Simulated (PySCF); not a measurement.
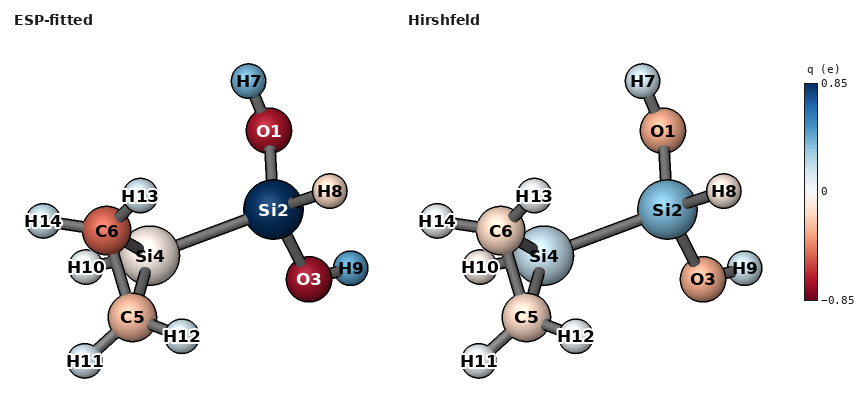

Atomic charges of one calculation by 2 schemes, on one colour scale. The geometry was computed by an optimisation with GFN2-xTB. No frequency run is at hand to confirm it as a minimum. Method: PBE0/pcSseg-1 (PySCF 2.14.0).

Question. Which scheme gives the most polar picture (largest mean size of the charges)?

Answer. The ESP-fitted charges are the largest in size here.

Question. On which atom do the schemes disagree most?

Answer. On Si2 (from 0.39 to 0.85 e).

List the charges (e), one line for each set of equivalent atoms.

```
atom  ESP-fitted  Hirshfeld
  O1       −0.69      −0.32
 Si2        0.85       0.39
  O3       −0.72      −0.31
 Si4       −0.06       0.21
  C5       −0.27      −0.16
  C6       −0.50      −0.17
  H7        0.41       0.18
  H8       −0.16      −0.09
  H9        0.46       0.18
 H10        0.05      −0.06
 H11        0.14       0.04
 H12        0.13       0.04
 H13        0.17       0.04
 H14        0.19       0.04
```

The geometry is semi-empirical. Around Si such bond lengths and angles can be off by a tenth of an ångström or more and by several degrees, and values that hang on the shape move with them.
